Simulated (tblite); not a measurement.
**Geometry relaxation, with input and output: C₃H₄F₄Ge (part 2 of 2)**

The same run, continued: C₃H₄F₄Ge; GFN2-xTB geometry optimisation, gas phase (tblite 0.8.0). It belongs to a series of runs on one base structure; here: C replaced by Ge.

Geometry of the input (Å):
```
F  0.9054  2.2327  -0.5007
C  0.4156  0.9857  -0.2309
Ge 1.6838  -0.4039  0.0791
C  -0.8881  0.8413  -0.1898
C  -1.5018  -0.4684  0.1158
F  -0.9642  -1.5097  -0.6031
F  -1.5802  -0.7731  1.4535
F  -2.8173  -0.3634  -0.3168
H  1.1011  -1.7891  0.3837
H  2.6445  -0.4617  -1.1380
H  2.5421  0.0270  1.2844
H  -1.5397  1.6818  -0.3631
```

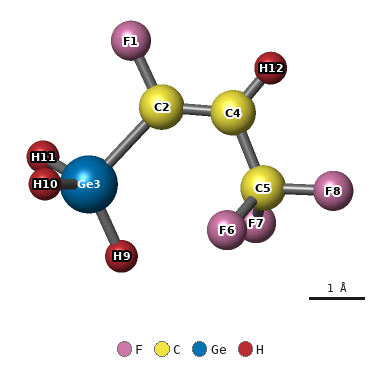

The geometry at step 63 of the log (ball-and-stick view, seen on its broad side; atoms are numbered from 1 in the order of the input).

## Trajectory as extended XYZ, continued
```
12
Properties=species:S:1:pos:R:3:forces:R:3 step=37 energy=-797.10946
F     0.9821    2.1511   -0.4025    0.0030   0.0070   0.0040
C     0.3901    0.9672   -0.1763    0.0130   0.0050   0.0040
Ge    1.7162   -0.4372    0.1769   -0.0160  -0.0040  -0.0080
C    -0.9307    0.8918   -0.2369    0.0080   0.0080  -0.0260
C    -1.5516   -0.4336    0.0165    0.0020   0.0080   0.0170
F    -1.0851   -1.3829   -0.8254    0.0090   0.0240  -0.0090
F    -1.2643   -0.8970    1.2518    0.0040  -0.0130   0.0310
F    -2.8775   -0.4273   -0.0957   -0.0050  -0.0180  -0.0190
H     1.1211   -1.7297    0.5825    0.0120   0.0010   0.0140
H     2.4852   -0.5544   -1.0937    0.0080  -0.0160  -0.0020
H     2.6014    0.1318    1.2334   -0.0120  -0.0100  -0.0110
H    -1.5856    1.7195   -0.4567   -0.0260   0.0060   0.0060
12
Properties=species:S:1:pos:R:3:forces:R:3 step=40 energy=-797.10987
F     0.9836    2.1545   -0.4020   -0.0160  -0.0110   0.0040
C     0.3900    0.9711   -0.1766    0.0000  -0.0110  -0.0030
Ge    1.7131   -0.4375    0.1753   -0.0130   0.0020  -0.0040
C    -0.9310    0.8938   -0.2382   -0.0040   0.0100   0.0110
C    -1.5503   -0.4334    0.0177    0.0040   0.0140  -0.0110
F    -1.0832   -1.3788   -0.8281    0.0280   0.0040   0.0040
F    -1.2620   -0.8986    1.2526    0.0030   0.0070  -0.0060
F    -2.8764   -0.4326   -0.0959    0.0050   0.0070  -0.0020
H     1.1194   -1.7281    0.5873    0.0030  -0.0060   0.0070
H     2.4863   -0.5593   -1.0916    0.0000  -0.0160  -0.0160
H     2.6008    0.1282    1.2296   -0.0010   0.0050   0.0080
H    -1.5892    1.7201   -0.4562   -0.0090  -0.0050   0.0070
12
Properties=species:S:1:pos:R:3:forces:R:3 step=42 energy=-797.11003
F     0.9833    2.1553   -0.4024   -0.0070  -0.0030   0.0010
C     0.3902    0.9719   -0.1777   -0.0220  -0.0040  -0.0050
Ge    1.7115   -0.4374    0.1732    0.0220  -0.0120  -0.0020
C    -0.9309    0.8949   -0.2373   -0.0170  -0.0020   0.0150
C    -1.5499   -0.4323    0.0183    0.0070  -0.0070  -0.0060
F    -1.0789   -1.3776   -0.8258    0.0260   0.0020   0.0050
F    -1.2646   -0.8971    1.2545    0.0050   0.0140  -0.0160
F    -2.8756   -0.4342   -0.0987    0.0100   0.0140  -0.0030
H     1.1199   -1.7283    0.5872   -0.0030  -0.0050   0.0040
H     2.4884   -0.5615   -1.0928   -0.0150  -0.0110   0.0000
H     2.5994    0.1261    1.2295   -0.0050   0.0070  -0.0010
H    -1.5915    1.7195   -0.4541   -0.0020   0.0080   0.0070
12
Properties=species:S:1:pos:R:3:forces:R:3 step=44 energy=-797.11029
F     0.9815    2.1561   -0.4021    0.0080   0.0070  -0.0030
C     0.3888    0.9727   -0.1792   -0.0170   0.0050  -0.0020
Ge    1.7098   -0.4383    0.1706    0.0280  -0.0150   0.0070
C    -0.9325    0.8972   -0.2355   -0.0100  -0.0090   0.0050
C    -1.5481   -0.4309    0.0182    0.0050  -0.0210   0.0030
F    -1.0702   -1.3746   -0.8242    0.0070  -0.0010   0.0000
F    -1.2649   -0.8952    1.2550    0.0030   0.0100  -0.0080
F    -2.8734   -0.4356   -0.1020    0.0070  -0.0010  -0.0110
H     1.1198   -1.7286    0.5899   -0.0050  -0.0010  -0.0010
H     2.4889   -0.5676   -1.0945   -0.0260  -0.0040   0.0100
H     2.5972    0.1242    1.2287   -0.0070   0.0100  -0.0110
H    -1.5958    1.7197   -0.4510    0.0070   0.0200   0.0100
12
Properties=species:S:1:pos:R:3:forces:R:3 step=47 energy=-797.11049
F     0.9808    2.1567   -0.4008    0.0050  -0.0020   0.0000
C     0.3867    0.9735   -0.1793    0.0160   0.0000   0.0020
Ge    1.7090   -0.4401    0.1711   -0.0220   0.0100   0.0060
C    -0.9346    0.8990   -0.2348    0.0120   0.0040  -0.0030
C    -1.5460   -0.4311    0.0170   -0.0010   0.0080  -0.0050
F    -1.0652   -1.3716   -0.8273   -0.0030  -0.0070   0.0000
F    -1.2597   -0.8954    1.2524   -0.0050  -0.0040   0.0070
F    -2.8712   -0.4376   -0.1022   -0.0010  -0.0200  -0.0110
H     1.1182   -1.7285    0.5952   -0.0030  -0.0020  -0.0010
H     2.4846   -0.5738   -1.0941   -0.0150  -0.0040  -0.0070
H     2.5967    0.1257    1.2258    0.0040   0.0150  -0.0010
H    -1.5980    1.7224   -0.4491    0.0130   0.0010   0.0140
12
Properties=species:S:1:pos:R:3:forces:R:3 step=49 energy=-797.11077
F     0.9815    2.1579   -0.4000   -0.0010  -0.0120   0.0050
C     0.3859    0.9748   -0.1799    0.0240  -0.0080   0.0060
Ge    1.7064   -0.4417    0.1724   -0.0450   0.0230  -0.0080
C    -0.9356    0.9012   -0.2337    0.0170   0.0100  -0.0060
C    -1.5436   -0.4314    0.0155   -0.0010   0.0280  -0.0130
F    -1.0582   -1.3693   -0.8290    0.0030  -0.0060   0.0050
F    -1.2567   -0.8944    1.2512   -0.0150  -0.0130   0.0070
F    -2.8683   -0.4437   -0.1068   -0.0040  -0.0140  -0.0020
H     1.1161   -1.7291    0.5999   -0.0020   0.0020   0.0060
H     2.4762   -0.5819   -1.0946   -0.0020  -0.0030  -0.0180
H     2.5956    0.1299    1.2218    0.0130   0.0130   0.0070
H    -1.5982    1.7270   -0.4428    0.0120  -0.0200   0.0110
12
Properties=species:S:1:pos:R:3:forces:R:3 step=52 energy=-797.11109
F     0.9824    2.1595   -0.4001    0.0050  -0.0040   0.0080
C     0.3869    0.9767   -0.1817   -0.0030  -0.0030   0.0050
Ge    1.7018   -0.4418    0.1709    0.0060  -0.0020  -0.0050
C    -0.9348    0.9038   -0.2312    0.0000  -0.0060  -0.0030
C    -1.5407   -0.4304    0.0145    0.0000  -0.0040   0.0000
F    -1.0456   -1.3680   -0.8252    0.0070   0.0030   0.0030
F    -1.2607   -0.8914    1.2532   -0.0150  -0.0070  -0.0040
F    -2.8643   -0.4517   -0.1174    0.0000   0.0090   0.0000
H     1.1140   -1.7295    0.6025   -0.0050   0.0120   0.0130
H     2.4680   -0.5916   -1.0983   -0.0030   0.0060  -0.0020
H     2.5928    0.1338    1.2186    0.0070   0.0010  -0.0140
H    -1.5985    1.7299   -0.4320    0.0000  -0.0050  -0.0020
12
Properties=species:S:1:pos:R:3:forces:R:3 step=54 energy=-797.11120
F     0.9832    2.1592   -0.3990    0.0060   0.0050   0.0070
C     0.3873    0.9767   -0.1812   -0.0080   0.0020   0.0000
Ge    1.7009   -0.4414    0.1696    0.0280  -0.0130   0.0090
C    -0.9341    0.9036   -0.2311   -0.0070  -0.0070   0.0070
C    -1.5403   -0.4302    0.0143   -0.0020  -0.0200   0.0070
F    -1.0426   -1.3677   -0.8240    0.0010  -0.0010  -0.0040
F    -1.2637   -0.8922    1.2535   -0.0060   0.0010   0.0000
F    -2.8636   -0.4517   -0.1193   -0.0010   0.0100  -0.0110
H     1.1132   -1.7278    0.6046   -0.0050   0.0100   0.0120
H     2.4663   -0.5927   -1.1000   -0.0050   0.0060   0.0000
H     2.5930    0.1345    1.2171    0.0040  -0.0020  -0.0210
H    -1.5984    1.7289   -0.4305   -0.0050   0.0100  -0.0060
12
Properties=species:S:1:pos:R:3:forces:R:3 step=56 energy=-797.11146
F     0.9857    2.1587   -0.3942   -0.0020   0.0150   0.0060
C     0.3875    0.9770   -0.1793   -0.0010   0.0040  -0.0060
Ge    1.6986   -0.4422    0.1686    0.0310  -0.0130   0.0180
C    -0.9337    0.9040   -0.2303   -0.0100   0.0040   0.0270
C    -1.5380   -0.4308    0.0126   -0.0060  -0.0170   0.0080
F    -1.0328   -1.3654   -0.8246   -0.0180  -0.0090  -0.0110
F    -1.2676   -0.8953    1.2518    0.0080   0.0090   0.0120
F    -2.8608   -0.4541   -0.1251   -0.0060   0.0010  -0.0320
H     1.1088   -1.7228    0.6158    0.0000  -0.0010   0.0120
H     2.4564   -0.5990   -1.1039    0.0000  -0.0020  -0.0090
H     2.5954    0.1395    1.2080    0.0150  -0.0020  -0.0140
H    -1.5983    1.7298   -0.4253   -0.0110   0.0130  -0.0120
12
Properties=species:S:1:pos:R:3:forces:R:3 step=59 energy=-797.11208
F     0.9904    2.1596   -0.3818   -0.0290   0.0060   0.0060
C     0.3874    0.9782   -0.1756    0.0090   0.0020   0.0110
Ge    1.6953   -0.4461    0.1688   -0.0210   0.0190  -0.0130
C    -0.9342    0.9069   -0.2234    0.0050   0.0130   0.0180
C    -1.5333   -0.4334    0.0081   -0.0050   0.0300  -0.0090
F    -1.0098   -1.3608   -0.8270   -0.0350  -0.0040   0.0020
F    -1.2753   -0.9005    1.2488   -0.0030   0.0080   0.0030
F    -2.8539   -0.4640   -0.1471    0.0010  -0.0110  -0.0290
H     1.0965   -1.7110    0.6462    0.0250  -0.0120   0.0110
H     2.4308   -0.6176   -1.1136    0.0060  -0.0260  -0.0180
H     2.6064    0.1525    1.1817    0.0490   0.0010   0.0220
H    -1.5990    1.7356   -0.4111   -0.0020  -0.0250  -0.0050
12
Properties=species:S:1:pos:R:3:forces:R:3 step=61 energy=-797.11291
F     0.9933    2.1618   -0.3671   -0.0420   0.0060   0.0020
C     0.3885    0.9795   -0.1703   -0.0070   0.0080   0.0370
Ge    1.6947   -0.4488    0.1667   -0.0310   0.0330  -0.0200
C    -0.9338    0.9097   -0.2116    0.0120  -0.0110  -0.0320
C    -1.5306   -0.4351    0.0044   -0.0050   0.0310  -0.0150
F    -0.9894   -1.3585   -0.8253   -0.0210   0.0160   0.0170
F    -1.2913   -0.9045    1.2485   -0.0320   0.0100  -0.0330
F    -2.8479   -0.4729   -0.1788    0.0180  -0.0010   0.0080
H     1.0863   -1.6968    0.6793    0.0580  -0.0030  -0.0040
H     2.4069   -0.6367   -1.1281   -0.0110  -0.0450   0.0080
H     2.6253    0.1641    1.1540    0.0500  -0.0100   0.0200
H    -1.6009    1.7375   -0.3977    0.0110  -0.0330   0.0120
12
Properties=species:S:1:pos:R:3:forces:R:3 step=63 energy=-797.11424
F     0.9933    2.1642   -0.3500   -0.0330   0.0310  -0.0020
C     0.3898    0.9808   -0.1606   -0.0270   0.0220   0.0370
Ge    1.6959   -0.4489    0.1623    0.0230   0.0200   0.0250
C    -0.9326    0.9112   -0.1999    0.0000  -0.0410  -0.0720
C    -1.5303   -0.4347    0.0006   -0.0100  -0.0300  -0.0120
F    -0.9741   -1.3566   -0.8211    0.0250   0.0160   0.0070
F    -1.3143   -0.9081    1.2476   -0.0470   0.0160  -0.0450
F    -2.8428   -0.4774   -0.2135    0.0030   0.0260   0.0440
H     1.0860   -1.6820    0.7136    0.0750   0.0130  -0.0270
H     2.3839   -0.6576   -1.1454   -0.0410  -0.0480   0.0510
H     2.6501    0.1739    1.1274    0.0130  -0.0360  -0.0280
H    -1.6038    1.7344   -0.3871    0.0170   0.0100   0.0230
12
Properties=species:S:1:pos:R:3:forces:R:3 step=66 energy=-797.12165
F     0.9806    2.1796   -0.2841    0.0240   0.1010   0.0450
C     0.3884    0.9899   -0.1130   -0.0090   0.0200  -0.0920
Ge    1.6992   -0.4459    0.1533    0.1600  -0.0280   0.1300
C    -0.9316    0.9133   -0.1753   -0.0450  -0.0370  -0.0190
C    -1.5301   -0.4332   -0.0213   -0.0410  -0.1710  -0.0060
F    -0.9112   -1.3445   -0.8072    0.1160  -0.0630  -0.0530
F    -1.4037   -0.9171    1.2314   -0.0170   0.0110   0.0190
F    -2.8218   -0.4908   -0.3334   -0.0650   0.0730   0.0490
H     1.1213   -1.6339    0.8378    0.0580   0.0660  -0.0730
H     2.2787   -0.7574   -1.1936   -0.0980   0.0000   0.1500
H     2.7424    0.2079    1.0189   -0.0850  -0.0960  -0.1450
H    -1.6110    1.7313   -0.3395    0.0010   0.1230  -0.0060
12
Properties=species:S:1:pos:R:3:forces:R:3 step=68 energy=-797.11126
F     0.9311    2.2198   -0.2123    0.0930  -0.0230   0.1960
C     0.3827    1.0067   -0.0432   -0.0030  -0.1300  -0.3750
Ge    1.7250   -0.4328    0.1598   -0.0800   0.2160  -0.0360
C    -0.9334    0.8999   -0.1737    0.1500   0.1700   0.2500
C    -1.5463   -0.4420   -0.0549    0.1880   0.1040   0.0950
F    -0.8636   -1.3565   -0.7692    0.1800  -0.2310  -0.2410
F    -1.5398   -0.9161    1.1986    0.1030  -0.0800   0.4120
F    -2.8034   -0.4795   -0.4561   -0.4600  -0.0170  -0.2600
H     1.2379   -1.5823    0.9332   -0.1930  -0.1520   0.1660
H     2.1520   -0.8695   -1.1921   -0.0230   0.0430  -0.0980
H     2.8577    0.2116    0.8736    0.0790   0.0800  -0.0040
H    -1.5986    1.7400   -0.2898   -0.0330   0.0180  -0.1050
12
Properties=species:S:1:pos:R:3:forces:R:3 step=70 energy=-797.13374
F     0.9759    2.1953   -0.2410   -0.0170   0.0210   0.0630
C     0.3888    0.9975   -0.0956    0.0480  -0.0020  -0.0640
Ge    1.7003   -0.4485    0.1539   -0.0420   0.0160   0.1070
C    -0.9313    0.9161   -0.1583   -0.0810  -0.0660  -0.0480
C    -1.5256   -0.4409   -0.0369   -0.0530  -0.0520  -0.0290
F    -0.8568   -1.3454   -0.7953    0.0000   0.0300   0.0080
F    -1.4585   -0.9260    1.2187    0.0110   0.0030   0.0020
F    -2.8048   -0.5050   -0.4070    0.0740   0.0480   0.0270
H     1.1342   -1.5986    0.9116    0.0660   0.0840  -0.0750
H     2.1997   -0.8153   -1.2005   -0.0480  -0.0470   0.0290
H     2.7861    0.2255    0.9267    0.0270  -0.0390  -0.0230
H    -1.6069    1.7445   -0.3023    0.0150   0.0040   0.0030
12
Properties=species:S:1:pos:R:3:forces:R:3 step=73 energy=-797.14501
F     0.9456    2.2335   -0.1628   -0.0030  -0.0680   0.1120
C     0.3884    1.0170   -0.0484   -0.0150  -0.0490  -0.1500
Ge    1.7067   -0.4379    0.1649   -0.0010   0.0150  -0.0530
C    -0.9305    0.9121   -0.1462    0.0340  -0.0010   0.0470
C    -1.5222   -0.4506   -0.0696    0.0500   0.0470   0.0340
F    -0.8050   -1.3417   -0.7977   -0.0190   0.0130  -0.0230
F    -1.5255   -0.9532    1.1799    0.0570   0.0190   0.0630
F    -2.7785   -0.5099   -0.5025   -0.0160   0.0120  -0.0690
H     1.1740   -1.5231    1.0368    0.0420   0.0930  -0.0580
H     2.0634   -0.9334   -1.2041   -0.0700   0.0410   0.1590
H     2.8888    0.2383    0.7888   -0.0580  -0.0530  -0.0380
H    -1.6040    1.7484   -0.2652    0.0000  -0.0700  -0.0240
12
Properties=species:S:1:pos:R:3:forces:R:3 step=75 energy=-797.15200
F     0.9434    2.2464   -0.1209   -0.0210  -0.0670   0.0200
C     0.3886    1.0256   -0.0549   -0.0090   0.0070   0.0440
Ge    1.6960   -0.4317    0.1740   -0.0120  -0.0380  -0.0790
C    -0.9303    0.9166   -0.1425    0.0390  -0.0580  -0.0250
C    -1.5086   -0.4537   -0.0814    0.0590   0.0410  -0.0060
F    -0.7937   -1.3288   -0.8311   -0.0010   0.0210  -0.0380
F    -1.4920   -0.9825    1.1575    0.0310   0.0720   0.0620
F    -2.7676   -0.5147   -0.5041   -0.0510   0.0020  -0.0510
H     1.1655   -1.4775    1.0905    0.0360   0.0680  -0.0370
H     2.0024   -0.9811   -1.1806   -0.0300   0.0180   0.0860
H     2.9076    0.2351    0.7382   -0.0310  -0.0100   0.0010
H    -1.6100    1.7456   -0.2707   -0.0090  -0.0540   0.0240
12
Properties=species:S:1:pos:R:3:forces:R:3 step=77 energy=-797.15415
F     0.9389    2.2475   -0.1001    0.0070  -0.0020   0.0030
C     0.3874    1.0265   -0.0508    0.0020  -0.0160   0.0610
Ge    1.6969   -0.4284    0.1704   -0.0050  -0.0300  -0.0550
C    -0.9306    0.9157   -0.1421    0.0040  -0.0110  -0.0020
C    -1.5072   -0.4528   -0.0866   -0.0170  -0.0240  -0.0230
F    -0.7815   -1.3241   -0.8305   -0.0330  -0.0050  -0.0040
F    -1.5038   -0.9806    1.1547    0.0210   0.0800  -0.0270
F    -2.7634   -0.5155   -0.5265    0.0490  -0.0070   0.0050
H     1.1864   -1.4594    1.1078   -0.0150   0.0200   0.0130
H     1.9726   -1.0064   -1.1736    0.0010   0.0150   0.0200
H     2.9191    0.2339    0.7126   -0.0160   0.0150  -0.0090
H    -1.6137    1.7430   -0.2614    0.0000  -0.0360   0.0190
12
Properties=species:S:1:pos:R:3:forces:R:3 step=80 energy=-797.15557
F     0.9399    2.2479   -0.0820    0.0030   0.0130   0.0180
C     0.3883    1.0268   -0.0396    0.0020   0.0020   0.0010
Ge    1.6955   -0.4293    0.1663    0.0030  -0.0030   0.0500
C    -0.9285    0.9148   -0.1407    0.0000  -0.0020  -0.0170
C    -1.5026   -0.4542   -0.0950    0.0030   0.0040  -0.0060
F    -0.7751   -1.3227   -0.8385   -0.0020  -0.0290   0.0000
F    -1.5012   -0.9778    1.1469    0.0090   0.0150   0.0010
F    -2.7551   -0.5195   -0.5402   -0.0120   0.0010   0.0000
H     1.1889   -1.4372    1.1310   -0.0040   0.0040   0.0040
H     1.9422   -1.0274   -1.1698    0.0260  -0.0040  -0.0330
H     2.9244    0.2394    0.6885   -0.0220  -0.0070  -0.0280
H    -1.6157    1.7385   -0.2530   -0.0060   0.0040   0.0090
12
Properties=species:S:1:pos:R:3:forces:R:3 step=82 energy=-797.15588
F     0.9414    2.2479   -0.0796   -0.0080  -0.0070   0.0240
C     0.3887    1.0266   -0.0369    0.0020   0.0070  -0.0160
Ge    1.6945   -0.4315    0.1680   -0.0120   0.0130   0.0170
C    -0.9279    0.9146   -0.1413    0.0100   0.0000  -0.0220
C    -1.5019   -0.4546   -0.0964    0.0100   0.0080  -0.0090
F    -0.7765   -1.3254   -0.8398    0.0030  -0.0080   0.0030
F    -1.4988   -0.9767    1.1457    0.0050   0.0020   0.0200
F    -2.7547   -0.5199   -0.5400   -0.0230   0.0030  -0.0030
H     1.1857   -1.4354    1.1351    0.0030  -0.0050   0.0020
H     1.9432   -1.0254   -1.1705    0.0130  -0.0100  -0.0170
H     2.9226    0.2407    0.6824    0.0010  -0.0020  -0.0050
H    -1.6152    1.7385   -0.2526   -0.0040  -0.0020   0.0050
12
Properties=species:S:1:pos:R:3:forces:R:3 step=84 energy=-797.15607
F     0.9405    2.2478   -0.0714   -0.0030   0.0000   0.0190
C     0.3881    1.0265   -0.0350    0.0020   0.0020  -0.0100
Ge    1.6935   -0.4320    0.1697   -0.0020   0.0080  -0.0220
C    -0.9282    0.9145   -0.1436    0.0040   0.0040  -0.0110
C    -1.5023   -0.4543   -0.0989   -0.0010  -0.0030  -0.0060
F    -0.7769   -1.3259   -0.8412   -0.0020  -0.0070   0.0070
F    -1.4993   -0.9754    1.1443    0.0020   0.0050   0.0040
F    -2.7555   -0.5192   -0.5426   -0.0050   0.0000   0.0040
H     1.1911   -1.4328    1.1425   -0.0040  -0.0090   0.0040
H     1.9408   -1.0286   -1.1692    0.0000  -0.0080   0.0000
H     2.9256    0.2405    0.6717    0.0100   0.0080   0.0110
H    -1.6162    1.7382   -0.2522    0.0000   0.0010   0.0010
12
Properties=species:S:1:pos:R:3:forces:R:3 step=87 energy=-797.15623
F     0.9393    2.2478   -0.0656    0.0060   0.0130   0.0080
C     0.3878    1.0263   -0.0369   -0.0020   0.0010   0.0020
Ge    1.6937   -0.4310    0.1687    0.0070  -0.0120  -0.0080
C    -0.9281    0.9144   -0.1478   -0.0080   0.0010   0.0000
C    -1.5026   -0.4540   -0.1007   -0.0040   0.0000   0.0040
F    -0.7792   -1.3270   -0.8422    0.0010  -0.0140   0.0050
F    -1.4967   -0.9712    1.1447    0.0000  -0.0010  -0.0070
F    -2.7573   -0.5192   -0.5406    0.0020  -0.0020   0.0040
H     1.1942   -1.4340    1.1420   -0.0070   0.0020  -0.0020
H     1.9414   -1.0313   -1.1685    0.0020  -0.0030  -0.0030
H     2.9260    0.2410    0.6728    0.0000   0.0070   0.0020
H    -1.6173    1.7375   -0.2519    0.0030   0.0090  -0.0050
12
Properties=species:S:1:pos:R:3:forces:R:3 step=89 energy=-797.15630
F     0.9394    2.2486   -0.0650    0.0000   0.0000   0.0050
C     0.3884    1.0265   -0.0383   -0.0010   0.0010   0.0020
Ge    1.6945   -0.4312    0.1673   -0.0010  -0.0070   0.0020
C    -0.9276    0.9141   -0.1495   -0.0020  -0.0010   0.0010
C    -1.5026   -0.4544   -0.1005   -0.0020   0.0010   0.0040
F    -0.7804   -1.3304   -0.8400    0.0000   0.0030   0.0050
F    -1.4965   -0.9688    1.1460   -0.0020  -0.0020  -0.0040
F    -2.7577   -0.5194   -0.5394    0.0050  -0.0030   0.0020
H     1.1908   -1.4349    1.1384    0.0000   0.0050  -0.0070
H     1.9450   -1.0300   -1.1701    0.0020  -0.0020  -0.0020
H     2.9247    0.2416    0.6766   -0.0030   0.0020  -0.0020
H    -1.6168    1.7376   -0.2515    0.0030   0.0030  -0.0070
```

## Summary

| quantity | value |
| --- | --- |
| outcome | converged |
| total energy | −797.1563 eV |
| hardware | 1 CPU thread, shared host |
| wall time | 0.85 s |
| peak memory | 0.18 GiB |
